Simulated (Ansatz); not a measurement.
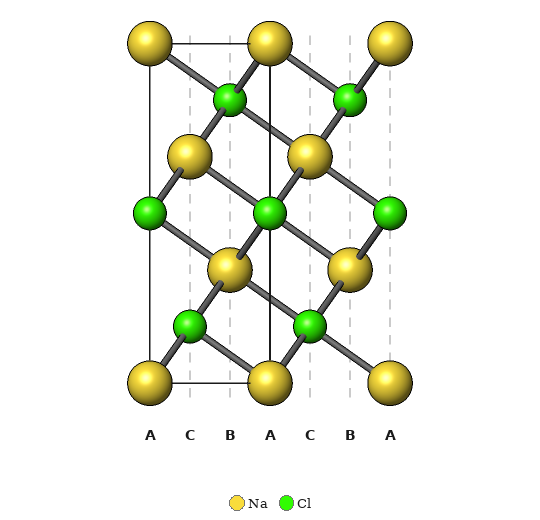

The picture looks along a close-packed row of the hexagonal mesh; [111] points upwards. The dashed lines mark the three columns A (0, 0), B (1/3, 2/3) and C (2/3, 1/3). The box is the hexagonal cell of the face-centred cubic lattice. The sequence starts with the first layer at or above the cell's origin.

System NaCl; source of the atomic positions: the input geometry of an electronic-structure calculation (not necessarily at equilibrium); the starting structure was generated, so it need not be a known form of this composition.

Read off the stacking sequence over one period.

Na(A) – Cl(C) – Na(B) – Cl(A) – Na(C) – Cl(B) (six layers in 9.71 Å).

How are the Cl layers alone stacked?

Cl layers alone: CAB, the cubic close-packed type.

Which positions between or in the Cl layers do the other atoms fill?

Na: three octahedral sites, counted in one hexagonal cell.
